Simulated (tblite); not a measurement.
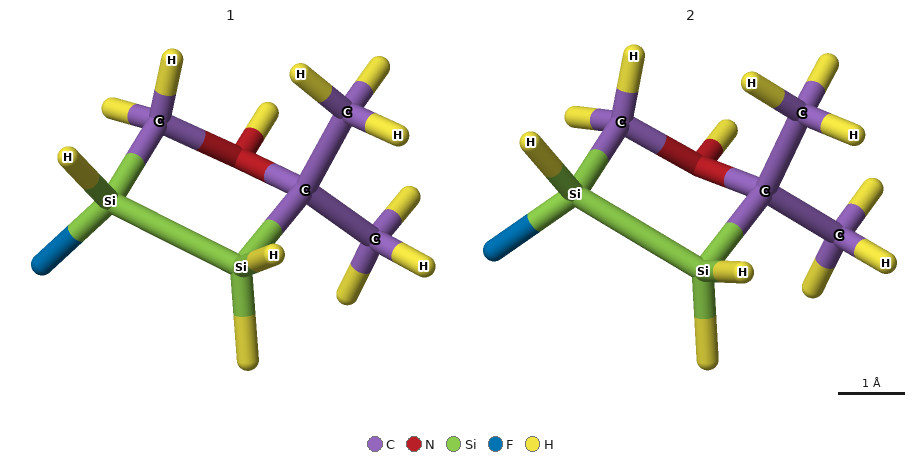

Two geometries of C₄H₁₂FNSi₂, drawn at one scale. One is the start of a relaxation, the other its converged end. Style: stick. Shown at a tilt.

The calculation used tblite, GFN2-xTB geometry optimisation, gas phase. 

> Which of the two is the end point?

Structure 2 is the relaxed one. The atom that moves furthest after the best rigid fit is the F atom (0.38 Å). By element the largest moves are F 0.38 Å, H 0.33 Å, Si 0.19 Å, N 0.12 Å, C 0.10 Å. Some distances before and after: C–Si 1.982 → 1.937 Å, C–Si 1.878 → 1.917 Å, H–Si 1.495 → 1.461 Å, C–N 1.485 → 1.457 Å. Bond angles that change, for instance: Si–Si–H 115.2° → 126.8°, F–Si–H 110.8° → 100.9°, H–Si–H 112.0° → 107.5°. The energy falls by 22.2 kJ/mol in 94 geometry steps. The run took 0.77 s on 1 thread of Arm Neoverse V1 (shared host).
